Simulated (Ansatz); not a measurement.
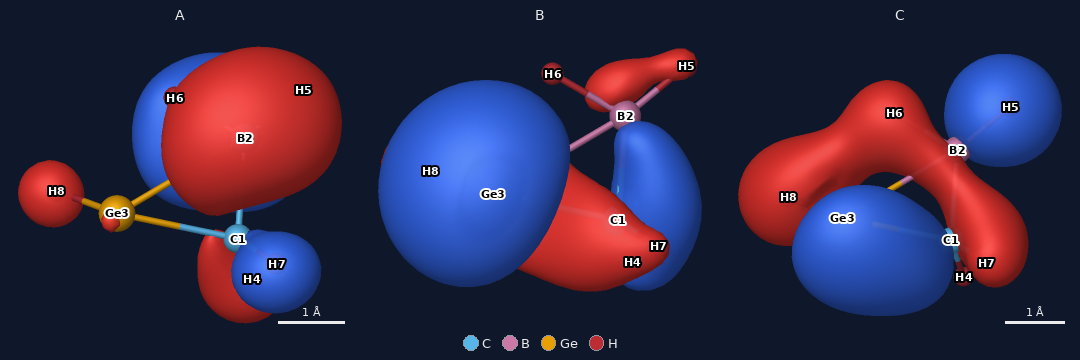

CH5BGe (charge +1, doublet). Three frontier orbitals at ±0.1 Å⁻³ᐟ² (red and blue are the two phases), in no order.

Geometry: PBE0-D3(BJ)/def2-SVP.

Method: isolated molecule in a Gaussian basis; Kohn-Sham density functional theory, functional PBE0 (Ansatz).

```xyz
8

C     1.1248   -0.6433    0.1992
B     0.0777    0.5049    0.1808
Ge   -0.3011   -1.6415   -0.6581
H     2.0609   -0.5191   -0.3712
H     0.1267    1.6546    0.5170
H    -1.0755    0.1605   -0.2579
H     1.3688   -0.9609    1.2293
H    -0.5572   -1.3894   -2.1704
```

Which picture is the HOMO−1, the HOMO and the LUMO? All are α orbitals.

Answer. C is the HOMO−1 (α) (−14.87 eV). It lies mainly on Ge3 (about 30 %), C1 (about 20 %), B2 (about 15 %), H5 (about 15 %) and H8 (about 10 %). B is the HOMO (α) (−12.99 eV). Its weight (Hirshfeld) is mainly on Ge3 (about 65 %), C1 (about 15 %) and H8 (about 10 %). A is the LUMO (α) (−7.62 eV). It lies mainly on B2 (about 60 %), C1 (about 10 %), Ge3 (about 10 %), H6 (about 5 %) and H5 (about 5 %).

What is the gap between the highest occupied and lowest empty α orbitals?

Answer. 5.37 eV between the orbital energies.
